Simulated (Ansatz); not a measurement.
# TaCu2: the cost of one run

Method: DFT PBE, scalar-relativistic, plane waves, PAW, in Ansatz 0.2.0.

**1. The system as given**

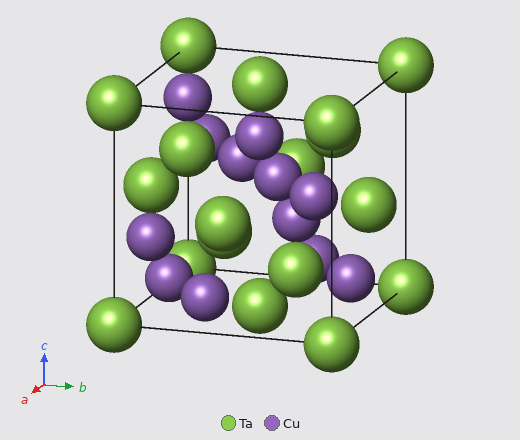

The starting structure, seen slightly off an axis (tantalum green, copper purple). Atoms on the faces are drawn again on the opposite ones. The cell drawn here is the conventional one.

As a file:

```xyz
6
Lattice="0.0000 3.5332 3.5332 3.5332 0.0000 3.5332 3.5332 3.5332 0.0000" Properties=species:S:1:pos:R:3 pbc="T T T"
Ta    1.7666    1.7666    1.7666
Ta    0.0000    0.0000    0.0000
Cu    2.6499    4.4165    2.6499
Cu    2.6499    2.6499    4.4165
Cu    4.4165    2.6499    2.6499
Cu    4.4165    4.4165    4.4165
```

Recipe of the guess: species swapped into a database cell of YbRh2 (Fd-3m, No. 227), with Ta on the Yb sites and Cu on the Rh sites. Its size is a rough estimate.

**2. A first look at the guess**

input.yaml

```yaml
crystal:
  lattice:
    - [0.0, 3.53321837, 3.53321837]
    - [3.53321837, 0.0, 3.53321837]
    - [3.53321837, 3.53321837, 0.0]
  atoms:
    - { symbol: Ta, position: [0.25, 0.25, 0.25] }
    - { symbol: Ta, position: [0.0, 0.0, 0.0] }
    - { symbol: Cu, position: [0.625, 0.125, 0.625] }
    - { symbol: Cu, position: [0.625, 0.625, 0.125] }
    - { symbol: Cu, position: [0.125, 0.625, 0.625] }
    - { symbol: Cu, position: [0.625, 0.625, 0.625] }
basis:
  ecutwfc: 420
kpoints:
  mp_grid: { grid: [4, 4, 4] }
hamiltonian:
  xc: pbe
scf:
  occupations: { method: gaussian, width: 0.1 }
  lower_state_search: "off"
output:
  forces: true
  stress: true
  eigenvalues: true
```

The run is started by

```
> ansatz run input.yaml --threads 1 --pin off --max-ram 2560MiB --backend cpu --events-out ev --progress --plain --runs-dir out
```

Q: Estimate wall time and peak memory on 1 thread of Intel Xeon 6975P-C (Granite Rapids), shared host.

About 1.4 s, with a peak of 0.4 GiB.
